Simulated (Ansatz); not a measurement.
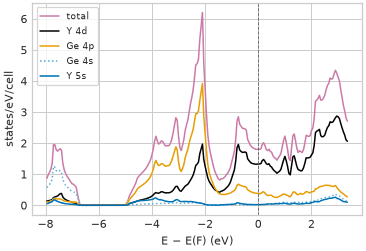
Fig. 1. Total and projected density of states of YGe in space group Cmcm (No. 63; Y on 4c, Ge on 4c), DFT-r²SCAN in the program Ansatz with PAW potentials

Which orbitals carry the states next to the Fermi level?

Within 0.5 eV of the Fermi level: Y 4d 73 %, Ge 4p 21 %. Projections are on Löwdin-orthogonalised atomic valence shells; empty p or d shells of many metals are not among them.

Where is the tallest occupied peak in this window, and what makes it?

Near -2.1 eV, about 6.2 states/eV per cell; the largest projected share is Ge 4p.

The first step of the workflow began from a Materials Project structure, measured or hypothetical; the Crystallography Open Database copy checked does not list it. Its standing as an ambient phase is unchecked. The cell was relaxed with r²SCAN under the symmetry of its start; whether a distortion lowers the energy is not shown. The run is not spin-polarised. Scalar-relativistic: spin–orbit coupling is off unless named, which matters more the heavier the elements.

Potentials: the earlier of the program's two PAW sets.
